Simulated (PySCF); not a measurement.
C8H8, SMILES `C12C3C4C1C5C2C3C45`.

Method: r2SCAN/6-31+G*; geometry: GFN2-xTB; program: PySCF. No frequency check shows the geometry to be a minimum. The basis has diffuse s and p functions alone, which still leaves polarisabilities too small, most of all across bonds.

Geometry (Å), atoms numbered from 1:

```
C1       0.4580    1.2291    0.2566
C2      -0.8006    0.9028   -0.5747
C3      -0.0214   -0.2006   -1.3212
C4       1.2372    0.1257   -0.4897
C5       0.8006   -0.9027    0.5747
C6       0.0214    0.2005    1.3212
C7      -1.2372   -0.1258    0.4898
C8      -0.4580   -1.2291   -0.2567
H9       0.8294    2.2257    0.4647
H10     -1.4499    1.6349   -1.0406
H11     -0.0387   -0.3632   -2.3925
H12      2.2403    0.2276   -0.8869
H13      1.4499   -1.6347    1.0406
H14      0.0388    0.3630    2.3925
H15     -2.2403   -0.2278    0.8870
H16     -0.8295   -2.2256   -0.4647
```

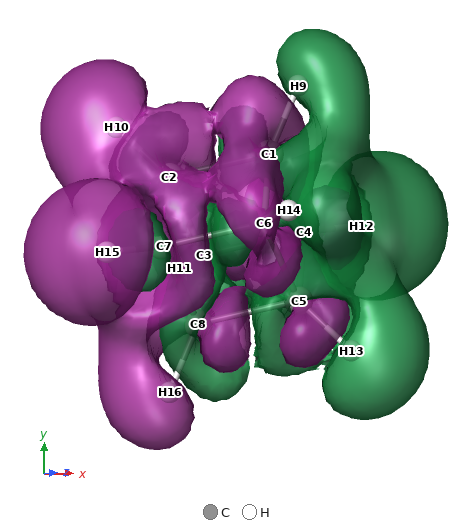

Change of the electron density in a uniform field of 0.51 V/Å, surfaces at ±0.002 e/Å³ (green: gain, purple: loss).

The field was applied in both directions; the picture shows the one opposite to the script's first.

> Along which Cartesian direction does the field point?

Along −x: electrons gather on the +x side, against the field.

> How large is the response?

The induced dipole is 1.83 D (along the field); α along this axis, from the fields in both directions, is 72 bohr³ (10.7 Å³).
